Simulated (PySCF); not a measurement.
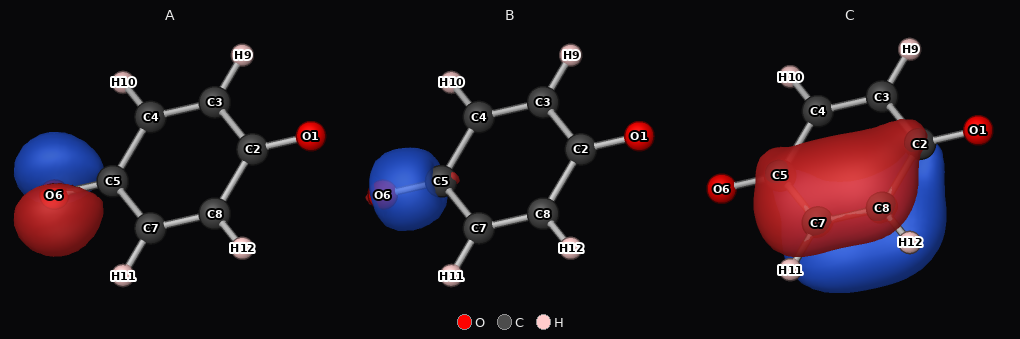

Figure. C$_{6}$H$_{4}$O$_{2}$, SMILES `O=C1C=CC(=O)C=C1`. Intrinsic bond orbitals (IBO), occupied; each surface holds about 85 % of the orbital's density. Energies are diagonal elements of the Fock matrix.

PySCF calculation, M06-2X/def2-SVPD, gas phase; geometry: GFN2-xTB. No frequency check shows the geometry to be a minimum.

**What does each orbital represent in a Lewis picture?**

By panel:
- A: lone pair on O6 (p-type) (O6 95 %; −11.3 eV)
- B: σ bond O6–C5 (O6 61 %, C5 39 %; −28.6 eV)
- C: π bond C8–C7 (C8 46 %, C7 46 %, C5 4 %; −11.2 eV)
